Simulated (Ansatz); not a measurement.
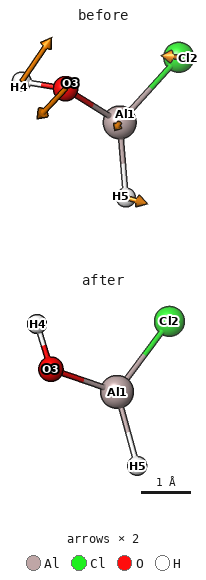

The structure of AlH$_{2}$OCl before (top) and after (bottom) a relaxation, at one scale. The orange arrows give the displacements, magnified 2 times.

A ball-and-stick model, seen from a free direction.

The run prepares the start of a later molecular dynamics calculation, from a guessed geometry.

All numbers below come from Ansatz, RKS PBE/cc-pVDZ. Set-up: no spin polarisation; force threshold 0.02 eV/Å; at most 40 steps.

**Describe what moved and what it gained.**

The atom that moves furthest after the best rigid fit is H4 (0.59 Å). Largest moves by element: H 0.59 Å, O 0.52 Å, Cl 0.22 Å, Al 0.12 Å. Among the contacts that change: Al1–Cl2 2.230 → 2.145 Å, Al1–O3 1.780 → 1.736 Å, O3–H4 1.010 → 0.975 Å, Al1–H5 1.560 → 1.581 Å. Among the angles between lasting bonds that change: Al1–O3–H4 109.5° → 120.4°. Groups turn about Al1–O3 by about 90°. The energy falls by 32.5 kJ/mol in 6 geometry steps. Largest force component: 1.5 eV/Å at the start, 0.017 eV/Å at the end.
